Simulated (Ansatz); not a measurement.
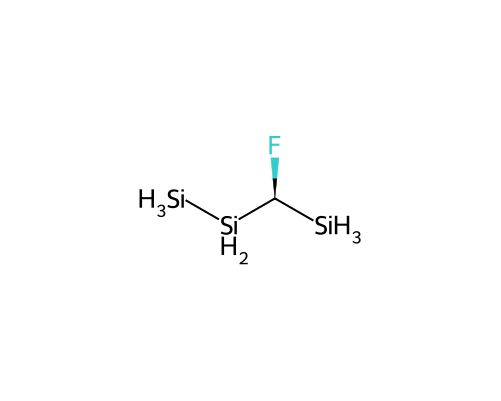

Structural formula above. Computed geometry: PBE-D4/def2-SVP optimisation. No frequency run is at hand to confirm it as a minimum.

What does the molecule look like in three dimensions?

It has 14 atoms: 1 carbon, 9 hydrogen, 1 fluorine and 3 silicon (CH₉FSi₃). As SMILES it reads `F[C@@H]([SiH3])[SiH2][SiH3]`. It has no ring. Among its groups: C–F bond, Si–H bond. This geometry has C1 symmetry. Coordination: 1 C tetrahedral; 3 Si tetrahedral.

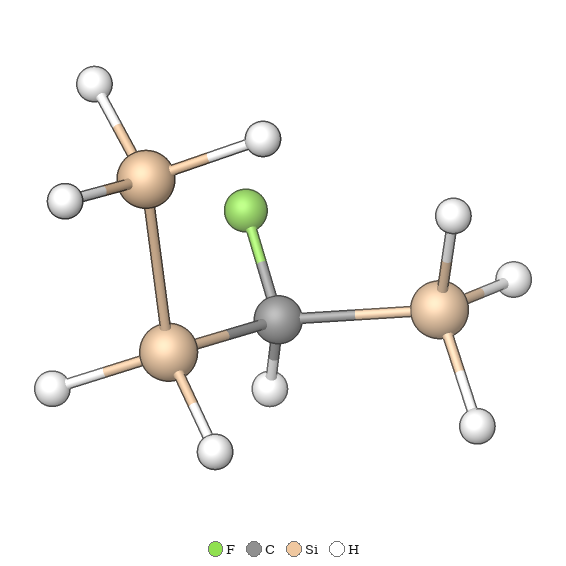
